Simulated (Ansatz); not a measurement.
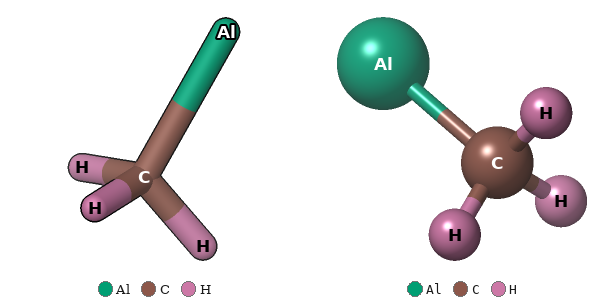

Both panels show the same species.

Computed geometry: PBE0-D4/def2-TZVP optimisation.

Count the atoms of each element.

CH₃Al, 5 atoms: 1 carbon, 3 hydrogen and 1 aluminium.

How many sets of symmetry-equivalent atoms are there?

3: 1 Al, 1 C, 3 H.

Count the bonded pairs by element.

3 C–H, 1 C–Al. Sticks follow a distance rule.

Which point group does it belong to?

C3v.

The parts below concern this one geometry. Atoms keep their numbers from picture to picture.

**Shape**

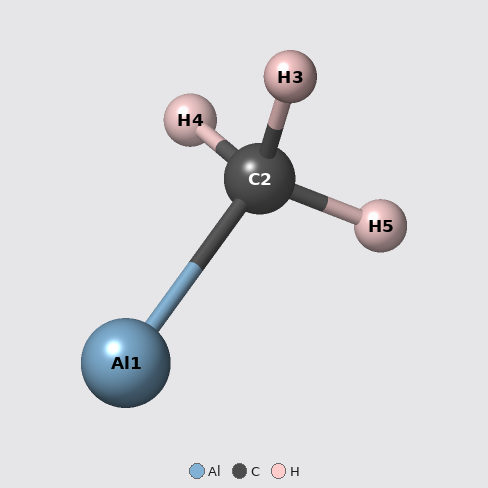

The atoms are numbered.

How are the neighbours of atom 2 arranged?

C2 has 4 neighbours (Al1 at 1.99, H3 at 1.10, H4 at 1.10, H5 at 1.10 Å); the arrangement is tetrahedral.

**Electronic properties**

Level of theory: RKS PBE0-D4/def2-TZVP (Ansatz 0.2.0).

What does the calculation give?

- dipole moment: 0.73 D
- harmonic zero-point energy: 87.6 kJ/mol

**Thermal motion**

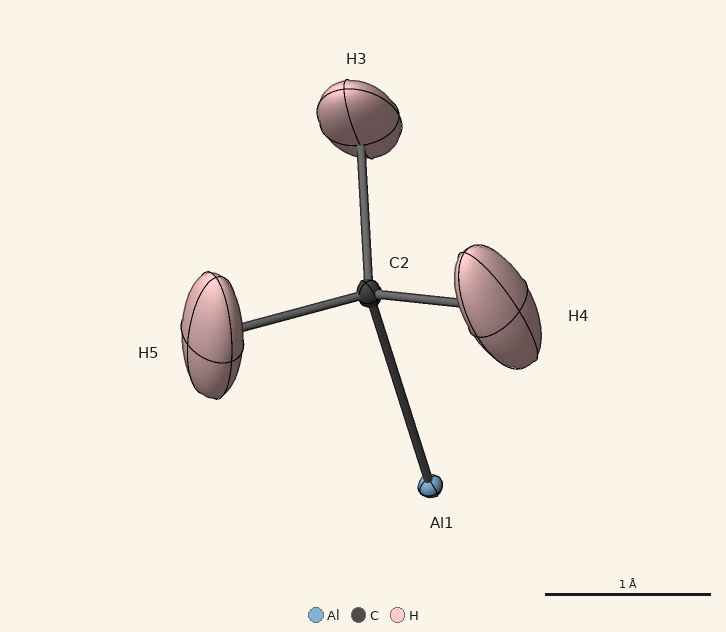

Displacement ellipsoids at the 50 % level, enlarged 1.5 times, from the internal vibrations of the free molecule (harmonic, no overall translation or rotation; no half-axis is drawn under 0.075 Å). Vibrations computed with RKS PBE0-D4/def2-TZVP (Ansatz 0.2.0). Temperature: 600 K.

Which atom has the largest mean-square displacement?

H3, H4, H5, with U_eq = 0.0212 Å².

Does H5 move more along its bond or across it?

Across it: the root-mean-square amplitude is 0.077 Å along the bond and up to 0.217 Å across, since bending and torsion are softer than stretching.

Give the displacement parameters, one line for each set of equivalent atoms.

| atom | U_eq (Å²) | rms amplitudes (Å) |
| --- | --- | --- |
| Al1 | 0.00025 | 0.007, 0.007, 0.025 |
| C2 | 0.0014 | 0.032, 0.032, 0.047 |
| H3, H4, H5 | 0.0212 | 0.073, 0.105, 0.217 |

**Charges**

The questions are on Mulliken charges. Properties computed with RKS PBE0-D4/def2-TZVP (Ansatz 0.2.0).

Give the Mulliken charges atom by atom.

| atom | value (e) |
| --- | --- |
| Al1 | 0.20 |
| C2 | −0.59 |
| H3 | 0.13 |
| H4 | 0.13 |
| H5 | 0.13 |

Mulliken values depend strongly on the basis set and can even reverse the polarity of a bond.
